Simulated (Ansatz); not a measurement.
# CH5BFNO: a ladder of functionals and wavefunction methods, part 1 of 2

How much do the methods differ for CH5BFNO? The plan is to run it at one geometry with functionals of several rungs and with coupled cluster. The yardstick is the atomisation energy at the CCSD(T) limit.

Method: functionals in def2-TZVPP, the program's frozen cores in correlated methods; program: Ansatz 0.2.0, Gaussian basis.

Plan: LDA (SPW92), PBE-D4, revPBE-D4, BLYP-D4, r2SCAN-D4, B97M-V, PBE0-D4, B3LYP-D4, r2SCANh-D4, r2SCAN0-D4, HSE06-D4, BHLYP-D4, CAM-B3LYP-D4, LC-ωPBE, ωB97X-V, ωB97M-V, B2PLYP, PBE-QIDH; CCSD(T)/def2-SVP; CCSD(T)/def2-TZVPP; MP2/def2-QZVPP; extrapolation to the limit; RPA on PBE.

## (1) The geometry

The geometry comes from an earlier relaxation with PBE0-D4 in a triple-zeta def2 set; it is a stationary point, not always the lowest conformer.

10 atoms, charge 0, spin multiplicity 1.

Atoms are counted from 1 here; the program's logs count them from 0.

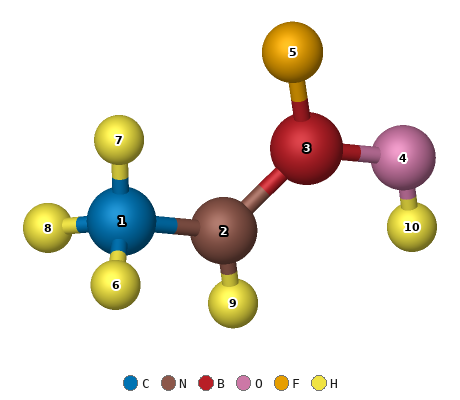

The geometry (carbon blue, nitrogen brown, boron red, oxygen pink, fluorine amber, hydrogen yellow); atoms are numbered from 1 in the order of the file.

Coordinates:

```xyz
10
charge 0, multiplicity 1
C    -1.2837   -0.5198    0.3371
N     0.1348   -0.2479    0.3052
B     0.7755    0.6326   -0.5828
O     2.1170    0.8882   -0.6109
F     0.0407    1.2905   -1.4875
H    -1.7285   -0.2459    1.2990
H    -1.7759    0.0657   -0.4382
H    -1.4993   -1.5762    0.1488
H     0.6739   -0.7487    0.9902
H     2.6286    0.4102    0.0420
```

## (2) LDA

This LDA is Slater exchange with PW92 correlation.

The input, in.yaml:

```yaml
crystal:
  periodic: [false, false, false]
  atoms:
    - {symbol: C, position_ang: [-1.283688, -0.519756, 0.337111]}
    - {symbol: N, position_ang: [0.134785, -0.247882, 0.305204]}
    - {symbol: B, position_ang: [0.775507, 0.632609, -0.582759]}
    - {symbol: O, position_ang: [2.117041, 0.888229, -0.610905]}
    - {symbol: F, position_ang: [0.040678, 1.290511, -1.487462]}
    - {symbol: H, position_ang: [-1.728535, -0.245865, 1.298968]}
    - {symbol: H, position_ang: [-1.775916, 0.065699, -0.438195]}
    - {symbol: H, position_ang: [-1.499265, -1.576217, 0.148809]}
    - {symbol: H, position_ang: [0.673948, -0.748697, 0.990223]}
    - {symbol: H, position_ang: [2.628645, 0.410168, 0.042005]}
basis:
  gaussian: {orbitals: def2-TZVPP}
hamiltonian: {xc: lda}
output: {orbitals: {seedname: orbitals}}
```

Command:

```bash
ansatz run in.yaml --threads 4 --pin off --events-out ev --progress --plain --max-ram 10444MiB
```

Log:

```text
Functional definition: SPW92
  name "SPW92"
  cite "Dirac, Proc. Camb. Phil. Soc. 26, 376 (1930) doi:10.1017/S0305004100016108"
  cite "Slater, Phys. Rev. 81, 385 (1951) doi:10.1103/PhysRev.81.385"
  cite "Perdew & Wang, Phys. Rev. B 45, 13244 (1992) doi:10.1103/PhysRevB.45.13244"
  exchange = slater_x
  correlation = pw_c
1106 factors; their error is unknown
mean field evaluation 1: about -7978.9508 eV, gradient 9.2e1 eV
mean field evaluation 2: about -7945.9290 eV, gradient 1.5e2 eV
mean field evaluation 4: about -7994.1877 eV, gradient 1.2e1 eV
mean field evaluation 8: about -7994.4308 eV, gradient 2.2e-1 eV
mean field evaluation 16: about -7994.4166 eV, gradient 3.2e-4 eV
mean field -7994.41663031 eV, -293.7893923538 hartree, gradient 2.3e-5 eV, S^2 0.000000; 0 other end points of the search recorded, 0 dependent functions left out
reference -7994.41666985 eV, -293.7893938068 hartree; 20, 20 occupied and 205, 205 virtual orbitals, 1106 factors
Total energy: -7994.41666985 eV, -293.7893938068 hartree
```

Run time: 0.95 s. Hardware: 4 threads of Arm Neoverse V1, shared host.

Atomisation energy: 4782.2 kJ/mol (free atoms -7944.852 eV, run apart). HOMO -6.11 eV, LUMO -0.51 eV.

## (3) PBE-D4 (GGA)

in.yaml, as its differences from that of step 2:

```diff
@@ -15,3 +15,3 @@
   gaussian: {orbitals: def2-TZVPP}
-hamiltonian: {xc: lda}
-output: {orbitals: {seedname: orbitals}}
+hamiltonian: {xc: pbe, dispersion: d4}
+output: {forces: true, orbitals: {seedname: orbitals}}
```

Launched as before.

Log, shortened:

```text
Functional definition: PBE
  name "PBE"
  cite "Perdew, Burke & Ernzerhof, Phys. Rev. Lett. 77, 3865 (1996) doi:10.1103/PhysRevLett.77.3865"
  parent pbe
[...]
1106 factors; their error is unknown
[...]
mean field -8047.13113981 eV, -295.7266148466 hartree, gradient 2.2e-5 eV, S^2 0.000000; 0 other end points of the search recorded, 0 dependent functions left out
[...]
reference -8047.13118253 eV, -295.7266164165 hartree; 20, 20 occupied and 205, 205 virtual orbitals, 1106 factors
Total energy: -8047.28206608 eV, -295.7321612846 hartree
Atom 0 at    -1.283688    -0.519756     0.337111 Å, force    -0.079465    -0.037815     0.027740 eV/Å
Atom 1 at     0.134785    -0.247882     0.305204 Å, force    -0.046857    -0.012718     0.005259 eV/Å
Atom 2 at     0.775507     0.632609    -0.582759 Å, force     0.006466    -0.143885     0.167307 eV/Å
Atom 3 at     2.117041     0.888229    -0.610905 Å, force     0.320504     0.339584    -0.327898 eV/Å
Atom 4 at     0.040678     1.290511    -1.487462 Å, force    -0.347118     0.322665    -0.441229 eV/Å
Atom 5 at    -1.728535    -0.245865     1.298968 Å, force    -0.117646     0.049270     0.199273 eV/Å
Atom 6 at    -1.775916     0.065699    -0.438195 Å, force    -0.108840     0.117109    -0.156997 eV/Å
Atom 7 at    -1.499265    -1.576217     0.148809 Å, force    -0.070823    -0.222876    -0.036135 eV/Å
Atom 8 at     0.673948    -0.748697     0.990223 Å, force     0.193545    -0.183058     0.249748 eV/Å
Atom 9 at     2.628645     0.410168     0.042005 Å, force     0.250233    -0.228275     0.312932 eV/Å
Dipole moment:     0.026739    -0.467722     0.544745 e Å
```

It took 1.9 s on 4 threads of Arm Neoverse V1, shared host.

Atomisation energy: 4245.7 kJ/mol (free atoms -8003.279 eV, run apart). HOMO -5.96 eV, LUMO -0.38 eV.

## (4) revPBE-D4 (GGA)

in.yaml, as its differences from that of step 3:

```diff
@@ -15,3 +15,3 @@
   gaussian: {orbitals: def2-TZVPP}
-hamiltonian: {xc: pbe, dispersion: d4}
-output: {forces: true, orbitals: {seedname: orbitals}}
+hamiltonian: {xc: {name: revPBE}, dispersion: d4}
+output: {orbitals: {seedname: orbitals}}
```

The command is unchanged.

Log:

```text
Functional definition: revPBE
  name "revPBE"
  cite "Zhang & Yang, Phys. Rev. Lett. 80, 890 (1998) doi:10.1103/PhysRevLett.80.890"
  cite "Perdew, Burke & Ernzerhof, Phys. Rev. Lett. 77, 3865 (1996) doi:10.1103/PhysRevLett.77.3865"
  parameter kappa = 1.245
  parameter beta = 0.06672455060314922
  exchange = pbe_x(kappa = kappa, mu = beta*pi^2/3)
  correlation = pbe_c(beta = beta)
1106 factors; their error is unknown
mean field evaluation 1: about -8039.3766 eV, gradient 8.8e1 eV
mean field evaluation 2: about -8010.5969 eV, gradient 1.4e2 eV
mean field evaluation 4: about -8053.4107 eV, gradient 1.1e1 eV
mean field evaluation 8: about -8053.5955 eV, gradient 2.1e-1 eV
mean field evaluation 16: about -8053.5804 eV, gradient 4.8e-4 eV
mean field -8053.58037651 eV, -295.9636199239 hartree, gradient 3.6e-5 eV, S^2 0.000000; 0 other end points of the search recorded, 0 dependent functions left out
reference -8053.58043005 eV, -295.9636218913 hartree; 20, 20 occupied and 205, 205 virtual orbitals, 1106 factors
Total energy: -8054.12611583 eV, -295.9836754740 hartree
```

It took 1.5 s on 4 threads of Arm Neoverse V1, shared host.

Atomisation energy: 4124.2 kJ/mol (free atoms -8011.381 eV, run apart). HOMO -5.89 eV, LUMO -0.32 eV.

## (5) BLYP-D4 (GGA)

in.yaml, as its differences from that of step 4:

```diff
@@ -15,3 +15,3 @@
   gaussian: {orbitals: def2-TZVPP}
-hamiltonian: {xc: {name: revPBE}, dispersion: d4}
+hamiltonian: {xc: {name: BLYP}, dispersion: d4}
 output: {orbitals: {seedname: orbitals}}
```

Same command.

Log:

```text
Functional definition: BLYP
  name "BLYP"
  cite "Becke, Phys. Rev. A 38, 3098 (1988) doi:10.1103/PhysRevA.38.3098"
  cite "Lee, Yang & Parr, Phys. Rev. B 37, 785 (1988) doi:10.1103/PhysRevB.37.785"
  parameter beta = 0.0042
  parameter a = 0.04918
  parameter b = 0.132
  parameter c = 0.2533
  parameter d = 0.349
  exchange = b88_x(beta = beta)
  correlation = lyp_c(a = a, b = b, c = c, d = d)
1106 factors; their error is unknown
mean field evaluation 1: about -8037.7263 eV, gradient 9.6e1 eV
mean field evaluation 2: about -7999.2070 eV, gradient 1.6e2 eV
mean field evaluation 4: about -8054.1385 eV, gradient 1.3e1 eV
mean field evaluation 8: about -8054.4199 eV, gradient 2.1e-1 eV
mean field evaluation 16: about -8054.4039 eV, gradient 4.0e-4 eV
mean field -8054.40387352 eV, -295.9938828807 hartree, gradient 4.0e-5 eV, S^2 0.000000; 0 other end points of the search recorded, 0 dependent functions left out
reference -8054.40422283 eV, -295.9938957179 hartree; 20, 20 occupied and 205, 205 virtual orbitals, 1106 factors
Total energy: -8054.74737044 eV, -296.0065061598 hartree
```

Run time: 1.5 s. Hardware: 4 threads of Arm Neoverse V1, shared host.

With the free atoms at this level, -8011.609 eV in sum, the atomisation energy is 4162.2 kJ/mol. HOMO -5.86 eV, LUMO -0.43 eV.

## (6) r2SCAN-D4 (meta-GGA)

in.yaml, as its differences from that of step 5:

```diff
@@ -15,3 +15,3 @@
   gaussian: {orbitals: def2-TZVPP}
-hamiltonian: {xc: {name: BLYP}, dispersion: d4}
-output: {orbitals: {seedname: orbitals}}
+hamiltonian: {xc: r2scan, dispersion: d4}
+output: {forces: true, orbitals: {seedname: orbitals}}
```

Same command.

Log, shortened:

```text
Functional definition: r2SCAN
  name "r2SCAN"
  cite "Furness, Kaplan, Ning, Perdew & Sun, J. Phys. Chem. Lett. 11, 8208 (2020) doi:10.1021/acs.jpclett.0c02405"
  cite "Furness, Kaplan, Ning, Perdew & Sun, J. Phys. Chem. Lett. 11, 9248 (2020) doi:10.1021/acs.jpclett.0c03077"
  parent r2scan
[...]
1106 factors; their error is unknown
[...]
mean field -8052.32109351 eV, -295.9173421273 hartree, gradient 7.1e-5 eV, S^2 0.000000; 0 other end points of the search recorded, 0 dependent functions left out
[...]
reference -8052.32110586 eV, -295.9173425812 hartree; 20, 20 occupied and 205, 205 virtual orbitals, 1106 factors
Total energy: -8052.35895226 eV, -295.9187334106 hartree
Atom 0 at    -1.283688    -0.519756     0.337111 Å, force    -0.230109    -0.044148     0.005053 eV/Å
Atom 1 at     0.134785    -0.247882     0.305204 Å, force     0.142771     0.000679     0.027605 eV/Å
Atom 2 at     0.775507     0.632609    -0.582759 Å, force    -0.010629    -0.036757     0.040371 eV/Å
Atom 3 at     2.117041     0.888229    -0.610905 Å, force     0.146587     0.058567    -0.038429 eV/Å
Atom 4 at     0.040678     1.290511    -1.487462 Å, force    -0.082711     0.072856    -0.100610 eV/Å
Atom 5 at    -1.728535    -0.245865     1.298968 Å, force    -0.002956    -0.007343    -0.008124 eV/Å
Atom 6 at    -1.775916     0.065699    -0.438195 Å, force     0.018391    -0.009023     0.014261 eV/Å
Atom 7 at    -1.499265    -1.576217     0.148809 Å, force    -0.005726     0.008274     0.005226 eV/Å
Atom 8 at     0.673948    -0.748697     0.990223 Å, force     0.016685    -0.022695     0.029596 eV/Å
Atom 9 at     2.628645     0.410168     0.042005 Å, force     0.007696    -0.020410     0.025050 eV/Å
Dipole moment:     0.027633    -0.474413     0.552642 e Å
```

Wall time 3.5 s (4 threads of Arm Neoverse V1, shared host).

With the free atoms at this level, -8009.306 eV in sum, the atomisation energy is 4154.0 kJ/mol. HOMO -6.24 eV, LUMO 0.39 eV.

## (7) B97M-V (meta-GGA)

in.yaml, as its differences from that of step 6:

```diff
@@ -15,3 +15,3 @@
   gaussian: {orbitals: def2-TZVPP}
-hamiltonian: {xc: r2scan, dispersion: d4}
-output: {forces: true, orbitals: {seedname: orbitals}}
+hamiltonian: {xc: {name: B97M-V}}
+output: {orbitals: {seedname: orbitals}}
```

Same command.

Log, shortened:

```text
Functional definition: B97M-V
  name "B97M-V"
  cite "Mardirossian & Head-Gordon, J. Chem. Phys. 142, 074111 (2015) doi:10.1063/1.4907719"
  cite "Becke, J. Chem. Phys. 107, 8554 (1997) doi:10.1063/1.475007"
  cite "Vydrov & Van Voorhis, J. Chem. Phys. 133, 244103 (2010) doi:10.1063/1.3521275"
  # Of w^i u^j: cxij and so on, Table III.
[...]
  gx(w, u) = cx00 + cx01*u + cx02*u^2 + (cx10 + cx11*u)*w
  gss(w, u) = css00 + css02*u^2 + css10*w + (css32*w^3 + css42*w^4)*u^2
  gos(w, u) = cos00 + cos01*u + cos03*u^3 + cos10*w + cos32*w^3*u^2
[...]
      + integral(e_c_pw_mod_opposite_spin*gos(b97_w_opposite, b97_u_opposite)) + vv10(b, c)
1106 factors; their error is unknown
[...]
mean field -8054.83790726 eV, -296.0098333266 hartree, gradient 3.9e-5 eV, S^2 0.000000; 0 other end points of the search recorded, 0 dependent functions left out
reference -8054.83796769 eV, -296.0098355473 hartree; 20, 20 occupied and 205, 205 virtual orbitals, 1106 factors
Total energy: -8054.83796769 eV, -296.0098355473 hartree
```

Wall time 7 s (4 threads of Arm Neoverse V1, shared host).

With the free atoms at this level, -8011.854 eV in sum, the atomisation energy is 4147.3 kJ/mol. HOMO -6.34 eV, LUMO -0.14 eV.

## (8) PBE0-D4 (hybrid)

in.yaml, as its differences from that of step 7:

```diff
@@ -15,3 +15,3 @@
   gaussian: {orbitals: def2-TZVPP}
-hamiltonian: {xc: {name: B97M-V}}
+hamiltonian: {xc: pbe0, dispersion: d4}
 output: {orbitals: {seedname: orbitals}}
```

Its log isn't repeated here (it stands with the study of this molecule's fields); it ends on a total energy of -8047.733735 eV.

With the free atoms at this level, -8004.703 eV in sum, the atomisation energy is 4151.8 kJ/mol. HOMO -7.40 eV, LUMO 0.44 eV.

## (9) B3LYP-D4 (hybrid)

B3LYP here takes the VWN-RPA correlation.

in.yaml, as its differences from that of step 8:

```diff
@@ -15,3 +15,3 @@
   gaussian: {orbitals: def2-TZVPP}
-hamiltonian: {xc: pbe0, dispersion: d4}
-output: {orbitals: {seedname: orbitals}}
+hamiltonian: {xc: {name: B3LYP}, dispersion: d4}
+output: {forces: true, orbitals: {seedname: orbitals}}
```

The command is unchanged.

Log, shortened:

```text
Functional definition: B3LYP
  name "B3LYP"
  cite "Stephens, Devlin, Chabalowski & Frisch, J. Phys. Chem. 98, 11623 (1994) doi:10.1021/j100096a001"
  cite "Becke, Phys. Rev. A 38, 3098 (1988) doi:10.1103/PhysRevA.38.3098"
  cite "Lee, Yang & Parr, Phys. Rev. B 37, 785 (1988) doi:10.1103/PhysRevB.37.785"
  cite "Vosko, Wilk & Nusair, Can. J. Phys. 58, 1200 (1980) doi:10.1139/p80-159"
[...]
1106 factors; their error is unknown
[...]
mean field -8056.68487507 eV, -296.0777081418 hartree, gradient 5.6e-5 eV, S^2 0.000000; 0 other end points of the search recorded, 0 dependent functions left out
[...]
reference -8056.68513216 eV, -296.0777175895 hartree; 20, 20 occupied and 205, 205 virtual orbitals, 1106 factors
Total energy: -8056.92590321 eV, -296.0865657624 hartree
Atom 0 at    -1.283688    -0.519756     0.337111 Å, force    -0.325763    -0.054278    -0.002316 eV/Å
Atom 1 at     0.134785    -0.247882     0.305204 Å, force     0.214905     0.000570     0.042177 eV/Å
Atom 2 at     0.775507     0.632609    -0.582759 Å, force     0.002845    -0.068053     0.079106 eV/Å
Atom 3 at     2.117041     0.888229    -0.610905 Å, force     0.146885     0.019358     0.006854 eV/Å
Atom 4 at     0.040678     1.290511    -1.487462 Å, force    -0.130053     0.124611    -0.169686 eV/Å
Atom 5 at    -1.728535    -0.245865     1.298968 Å, force     0.009877    -0.020908    -0.043110 eV/Å
Atom 6 at    -1.775916     0.065699    -0.438195 Å, force     0.011590    -0.041476     0.050431 eV/Å
Atom 7 at    -1.499265    -1.576217     0.148809 Å, force    -0.001826     0.046466     0.015033 eV/Å
Atom 8 at     0.673948    -0.748697     0.990223 Å, force     0.012605    -0.005012     0.008344 eV/Å
Atom 9 at     2.628645     0.410168     0.042005 Å, force     0.058935    -0.001277     0.013168 eV/Å
Dipole moment:     0.022857    -0.481124     0.559436 e Å
```

Run time: 2.8 s. Hardware: 4 threads of Arm Neoverse V1, shared host; peak memory 0.5 GiB.

Atomisation energy: 4153.5 kJ/mol (free atoms -8013.877 eV, run apart). HOMO -7.17 eV, LUMO 0.06 eV.

## (10) r2SCANh-D4 (hybrid)

in.yaml, as its differences from that of step 9:

```diff
@@ -15,3 +15,3 @@
   gaussian: {orbitals: def2-TZVPP}
-hamiltonian: {xc: {name: B3LYP}, dispersion: d4}
-output: {forces: true, orbitals: {seedname: orbitals}}
+hamiltonian: {xc: {name: r2SCANh}, dispersion: d4}
+output: {orbitals: {seedname: orbitals}}
```

Same command.

Log, shortened:

```text
Functional definition: r2SCANh
  name "r2SCANh"
  cite "Bursch, Neugebauer, Ehlert & Grimme, J. Chem. Phys. 156, 134105 (2022) doi:10.1063/5.0086040"
  cite "Furness, Kaplan, Ning, Perdew & Sun, J. Phys. Chem. Lett. 11, 8208 (2020) doi:10.1021/acs.jpclett.0c02405"
  cite "Furness, Kaplan, Ning, Perdew & Sun, J. Phys. Chem. Lett. 11, 9248 (2020) doi:10.1021/acs.jpclett.0c03077"
  parent r2scan
[...]
1106 factors; their error is unknown
[...]
mean field -8051.93612803 eV, -295.9031949069 hartree, gradient 4.3e-5 eV, S^2 0.000000; 0 other end points of the search recorded, 0 dependent functions left out
reference -8051.93613931 eV, -295.9031953213 hartree; 20, 20 occupied and 205, 205 virtual orbitals, 1106 factors
Total energy: -8051.97548217 eV, -295.9046411448 hartree
```

It took 3.5 s on 4 threads of Arm Neoverse V1, shared host.

Atomisation energy: 4123.2 kJ/mol (free atoms -8009.242 eV, run apart). HOMO -6.78 eV, LUMO 0.62 eV.

## (11) r2SCAN0-D4 (hybrid)

in.yaml, as its differences from that of step 10:

```diff
@@ -15,3 +15,3 @@
   gaussian: {orbitals: def2-TZVPP}
-hamiltonian: {xc: {name: r2SCANh}, dispersion: d4}
+hamiltonian: {xc: {name: r2SCAN0}, dispersion: d4}
 output: {orbitals: {seedname: orbitals}}
```

The command is unchanged.

Log, shortened:

```text
Functional definition: r2SCAN0
  name "r2SCAN0"
  cite "Bursch, Neugebauer, Ehlert & Grimme, J. Chem. Phys. 156, 134105 (2022) doi:10.1063/5.0086040"
  cite "Furness, Kaplan, Ning, Perdew & Sun, J. Phys. Chem. Lett. 11, 8208 (2020) doi:10.1021/acs.jpclett.0c02405"
  cite "Furness, Kaplan, Ning, Perdew & Sun, J. Phys. Chem. Lett. 11, 9248 (2020) doi:10.1021/acs.jpclett.0c03077"
  parent r2scan
[...]
1106 factors; their error is unknown
[...]
mean field -8051.38692692 eV, -295.8830121383 hartree, gradient 4.0e-5 eV, S^2 0.000000; 0 other end points of the search recorded, 0 dependent functions left out
reference -8051.38693660 eV, -295.8830124940 hartree; 20, 20 occupied and 205, 205 virtual orbitals, 1106 factors
Total energy: -8051.43007759 eV, -295.8845978961 hartree
```

Wall time 3.3 s (4 threads of Arm Neoverse V1, shared host).

Atomisation energy: 4078.8 kJ/mol (free atoms -8009.157 eV, run apart). HOMO -7.60 eV, LUMO 0.94 eV.

## (12) HSE06-D4 (hybrid)

HSE06 is the plane-wave form, built on full-range PBE exchange.

in.yaml, as its differences from that of step 11:

```diff
@@ -15,3 +15,3 @@
   gaussian: {orbitals: def2-TZVPP}
-hamiltonian: {xc: {name: r2SCAN0}, dispersion: d4}
+hamiltonian: {xc: hse06, dispersion: d4}
 output: {orbitals: {seedname: orbitals}}
```

Launched as before.

Log, shortened:

```text
Functional definition: HSE06
  name "HSE06"
  cite "Heyd, Scuseria & Ernzerhof, J. Chem. Phys. 118, 8207 (2003) doi:10.1063/1.1564060"
  cite "Krukau, Vydrov, Izmaylov & Scuseria, J. Chem. Phys. 125, 224106 (2006) doi:10.1063/1.2404663"
  cite "Heyd & Scuseria, J. Chem. Phys. 120, 7274 (2004) doi:10.1063/1.1668634"
  cite "Ernzerhof & Perdew, J. Chem. Phys. 109, 3313 (1998) doi:10.1063/1.476928"
  cite "Perdew, Burke & Ernzerhof, Phys. Rev. Lett. 77, 3865 (1996) doi:10.1103/PhysRevLett.77.3865"
  parent pbe
[...]
  # The whole range is PBE's own exchange, as in plane waves. The composition of these papers is wPBEh.
[...]
1106 factors; their error is unknown
101 factors; integrals over basis functions are off by at most 4.9e-7 eV
[...]
mean field -8047.22045302 eV, -295.7298970466 hartree, gradient 3.8e-5 eV, S^2 0.000000; 0 other end points of the search recorded, 0 dependent functions left out
reference -8047.22049443 eV, -295.7298985683 hartree; 20, 20 occupied and 205, 205 virtual orbitals, 1106 factors
Total energy: -8047.33552106 eV, -295.7341257191 hartree
```

Run time: 2.2 s. Hardware: 4 threads of Arm Neoverse V1, shared host.

With the free atoms at this level, -8004.266 eV in sum, the atomisation energy is 4155.6 kJ/mol. HOMO -6.99 eV, LUMO 0.08 eV.

## (13) BHLYP-D4 (hybrid)

in.yaml, as its differences from that of step 12:

```diff
@@ -15,3 +15,3 @@
   gaussian: {orbitals: def2-TZVPP}
-hamiltonian: {xc: hse06, dispersion: d4}
+hamiltonian: {xc: {name: BHLYP}, dispersion: d4}
 output: {orbitals: {seedname: orbitals}}
```

The command is unchanged.

Log:

```text
Functional definition: BHLYP
  name "BHLYP"
  cite "Becke, J. Chem. Phys. 98, 1372 (1993) doi:10.1063/1.464304"
  cite "Becke, Phys. Rev. A 38, 3098 (1988) doi:10.1103/PhysRevA.38.3098"
  cite "Lee, Yang & Parr, Phys. Rev. B 37, 785 (1988) doi:10.1103/PhysRevB.37.785"
  parameter a = 0.5
  exchange = (1 - a)*b88_x + a*exact_x
  correlation = lyp_c
1246 factors; their error is unknown
mean field evaluation 1: about -8045.3764 eV, gradient 6.5e1 eV
mean field evaluation 2: about -8045.6579 eV, gradient 6.4e1 eV
mean field evaluation 4: about -8052.6040 eV, gradient 1.8e0 eV
mean field evaluation 8: about -8052.6127 eV, gradient 2.3e-2 eV
mean field evaluation 16: about -8052.6638 eV, gradient 4.6e-5 eV
mean field -8052.66381511 eV, -295.9299369137 hartree, gradient 4.6e-5 eV, S^2 0.000000; 0 other end points of the search recorded, 0 dependent functions left out
reference -8052.66398619 eV, -295.9299432009 hartree; 20, 20 occupied and 205, 205 virtual orbitals, 1246 factors
Total energy: -8052.82710134 eV, -295.9359375721 hartree
```

Run time: 2 s. Hardware: 4 threads of Arm Neoverse V1, shared host.

With the free atoms at this level, -8011.220 eV in sum, the atomisation energy is 4014.5 kJ/mol. HOMO -8.77 eV, LUMO 0.99 eV.

(Continued in part 2 of 2.)
